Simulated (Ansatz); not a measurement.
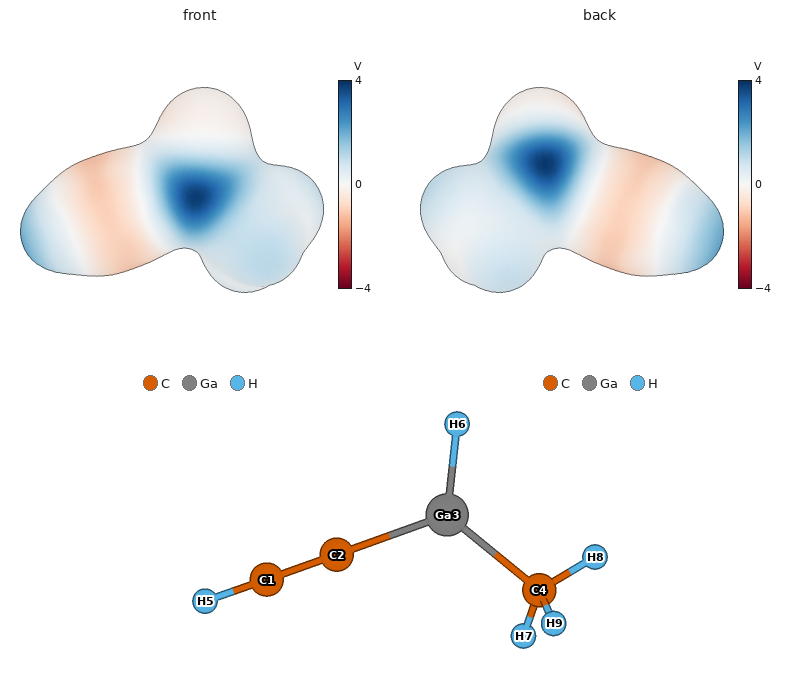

*C₃H₅Ga. The electrostatic potential painted on the density surface at 0.004 e/bohr³, seen from the front and from behind; red is negative and blue positive. The bare structure is drawn below in the same view.*

Method: RKS B3LYP-D4/def2-SVP in Ansatz.

```xyz
9

C     1.5914    0.8027   -2.1290
C     0.9795    0.7327   -1.0740
Ga    0.0133    0.6286    0.5939
C    -1.0374   -0.9935    0.9812
H     2.1318    0.8703   -3.0566
H     0.1059    1.8722    1.5464
H    -0.5994   -1.8796    0.4975
H    -1.1288   -1.1723    2.0633
H    -2.0563   -0.8613    0.5773
```

> Where is the surface potential most negative and most positive?

The most negative region (about −1.1 V, or −25 kcal/mol for a unit charge) lies over C1 and C2, the most positive (about +3.7 V, or +85 kcal/mol for a unit charge) over Ga3.
